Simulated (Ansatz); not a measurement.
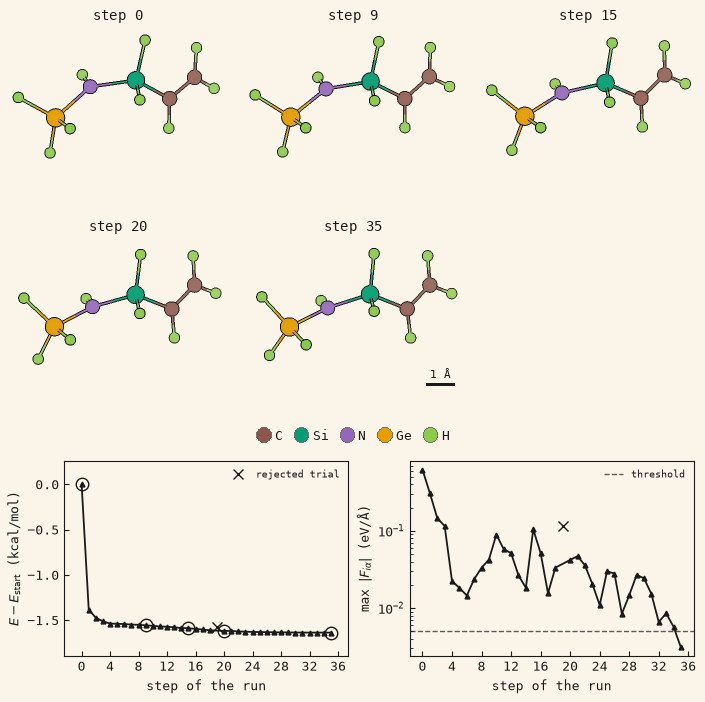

Frames of a relaxation of C2H9GeNSi, marked on the history of the run. Style: ball-and-stick. Shown at a tilt.

The start comes from PBE-D4/def2-SVP.

Computed with RKS PBE0-D4/def2-TZVP (Ansatz 0.2.0).

Input file:
```yaml
crystal:
  periodic: [false, false, false]
  atoms:
    - {symbol: C, position_ang: [-1.575986, 0.136170, 2.522644]}
    - {symbol: C, position_ang: [-0.722245, 0.582609, 1.578465]}
    - {symbol: Si, position_ang: [0.367560, -0.559945, 0.557640]}
    - {symbol: N, position_ang: [0.048589, -0.460825, -1.160400]}
    - {symbol: Ge, position_ang: [1.119953, 0.250850, -2.494832]}
    - {symbol: H, position_ang: [-2.217699, 0.814759, 3.112570]}
    - {symbol: H, position_ang: [-1.670761, -0.940991, 2.751732]}
    - {symbol: H, position_ang: [-0.676428, 1.672440, 1.387300]}
    - {symbol: H, position_ang: [0.125290, -1.952800, 1.091528]}
    - {symbol: H, position_ang: [1.819769, -0.194662, 0.717408]}
    - {symbol: H, position_ang: [-0.902812, -0.695927, -1.462827]}
    - {symbol: H, position_ang: [2.547244, 0.343908, -1.904172]}
    - {symbol: H, position_ang: [0.634937, 1.664766, -2.936041]}
    - {symbol: H, position_ang: [1.089588, -0.689551, -3.732317]}
basis:
  gaussian: {orbitals: def2-TZVP}
hamiltonian: {xc: pbe0, dispersion: d4}
relax: {f_tol: 0.005, max_steps: 150}
```

Run as
```bash
ansatz run in.yaml --threads 2 --pin off --events-out ev --progress --plain --max-ram 32768MiB --backend cuda --devices 0, --max-vram 18GiB
```

### What happens along the run?

After 34 accepted moves (35 points after the start) the energy has fallen by 1.64 kcal/mol. The largest force component goes from 0.62 to 0.0031 eV/Å. The line search rejected the trial step at point 19 of the run. The largest move after the best rigid fit is that of H13, 0.65 Å. Largest moves by element: H 0.65 Å, N 0.42 Å, Si 0.14 Å, C 0.14 Å, Ge 0.10 Å. Near-neighbour distances that change, for instance: Si3–N4 1.750 → 1.719 Å, C2–Si3 1.880 → 1.858 Å, Ge5–H13 1.559 → 1.539 Å, C1–H7 1.105 → 1.087 Å. Among the angles between lasting bonds that change: N4–Ge5–H13 111.9° → 108.5°, N4–Ge5–H14 109.2° → 111.7°, N4–Si3–H9 111.7° → 113.9°. Groups turn about N4–Ge5 by about 30°. From step 0 to 9: H14 moves most (0.12 Å), energy −1.55 kcal/mol. From step 9 to 15: H11 moves most (0.28 Å), energy −0.03 kcal/mol. From step 15 to 20: H13 moves most (0.16 Å), energy −0.03 kcal/mol. From step 20 to 35: H14 moves most (0.21 Å), energy −0.02 kcal/mol.

```csv
step,"E − E(0), kcal/mol","largest force component, eV/Å",note
0,0.00,0.6208,
1,-1.38,0.3079,
2,-1.47,0.1460,
3,-1.51,0.1156,
4,-1.54,0.0223,
5,-1.54,0.0183,
6,-1.54,0.0145,
7,-1.55,0.0237,
8,-1.55,0.0332,
9,-1.55,0.0425,
10,-1.56,0.0895,
11,-1.57,0.0579,
13,-1.58,0.0265,
14,-1.58,0.0183,
15,-1.59,0.1047,
17,-1.60,0.0155,
18,-1.61,0.0334,
19,-1.58,0.1166,rejected
21,-1.62,0.0470,
22,-1.62,0.0358,
23,-1.63,0.0206,
24,-1.63,0.0109,
26,-1.63,0.0280,
27,-1.63,0.0084,
28,-1.63,0.0146,
30,-1.63,0.0243,
31,-1.64,0.0153,
32,-1.64,0.0066,
34,-1.64,0.0057,
35,-1.64,0.0031,
```
